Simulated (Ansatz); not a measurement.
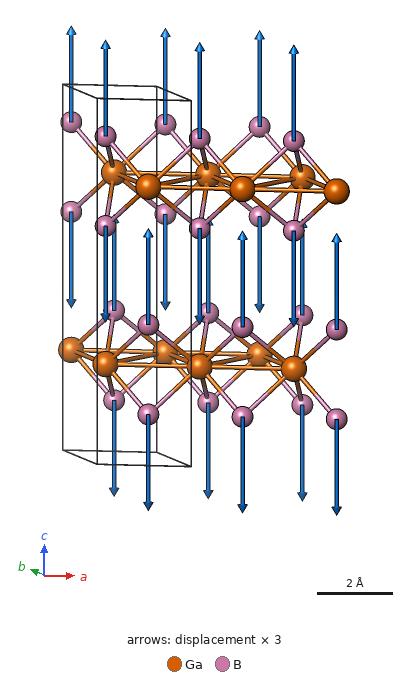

A relaxation of solid GaB2 (built on the 2H molybdenite_194 type) (coarse preliminary run). The starting structure is drawn; blue arrows show the displacements (the part carried along by the change of the cell is left out), magnified 3 times.

The picture is a ball-and-stick view of the cell of the calculation, repeated 3 × 2 × 1 with one cell outlined, seen slightly off an axis.

Case: 2H molybdenite type (P6_3/mmc, No. 194).

Level of theory: Ansatz, DFT PBE, scalar-relativistic, plane waves, PAW.

The input:
```yaml
crystal:
  lattice:
    - [2.5725041322, 0.0, 0.0]
    - [-1.2862520661, 2.2278539299, 0.0]
    - [0.0, 0.0, 10.005986169]
  atoms:
    - { symbol: Ga, position: [0.3333333333, 0.6666666667, 0.25] }
    - { symbol: Ga, position: [0.6666666667, 0.3333333333, 0.75] }
    - { symbol: B, position: [0.3333333333, 0.6666666667, 0.6275] }
    - { symbol: B, position: [0.6666666667, 0.3333333333, 0.1275] }
    - { symbol: B, position: [0.3333333333, 0.6666666667, 0.8725] }
    - { symbol: B, position: [0.6666666667, 0.3333333333, 0.3725] }
basis:
  ecutwfc: 420
kpoints:
  mp_grid: { grid: [6, 6, 2] }
hamiltonian:
  xc: pbe
scf:
  occupations: { method: gaussian, width: 0.1 }
  lower_state_search: "off"
output:
  forces: true
  stress: true
  eigenvalues: true
relax:
  adjacent_minimum: "off"
  f_tol: 0.04
  max_steps: 70
  cell: { stress_tol: 0.4 }
```

Launched with:
```bash
ansatz run input.yaml --threads 1 --pin off --max-ram 2560MiB --backend cpu --events-out ev --progress --plain --runs-dir out
```

Atoms of which element are displaced furthest, and by how much?

Answer. Boron: up to 0.88 Å, against 0.00 Å for gallium.

What did the optimiser do to the structure, and how much energy did it gain?

Answer. The energy falls by 2623 meV per atom in 13 accepted moves (16 points after the start). Largest force component: 6.6 eV/Å at the start, 0.016 eV/Å at the end. Pressure: 79.33 GPa at the start and −0.04 GPa at the end. The line search rejected the trial step at point 11 of the run. At 2 points the geometry stayed and the basis and grid were re-selected for the new cell (energy shift of 23.1 meV per atom at most each time). The largest moves relative to the cell, 0.88 Å, are those of B3, B4, B5 and B6. B6 goes along +c. Ga stays in place. The volume changes by +10.9 %, with a = b 2.573 → 3.070 Å (+19.3 %), c 10.006 → 7.794 Å (−22.1 %). Among the contacts that change: Ga1–B3 3.777 → 2.059 Å, B3–B6 2.952 → 1.786 Å, Ga1–B4 1.926 → 2.553 Å, Ga1–Ga1 2.573 → 3.070 Å. New bonds form: B3–B6 (2.95 → 1.79 Å), B4–B5 (2.95 → 1.79 Å), Ga1–B3 (3.78 → 2.06 Å), Ga1–B5 (3.78 → 2.06 Å). Among the angles between lasting bonds that change: B4–Ga1–B6 79.1° → 92.1°, Ga1–B4–Ga1 83.8° → 73.9°, B4–Ga1–B4 83.8° → 73.9°. The space group stays P6_3/mmc (No. 194). Cost: 32 s on 1 thread of Arm Neoverse V1, on a shared host, peak memory 0.33 GiB.

Limits of the set-up: the k-point mesh is coarse for a cell with partly filled bands.
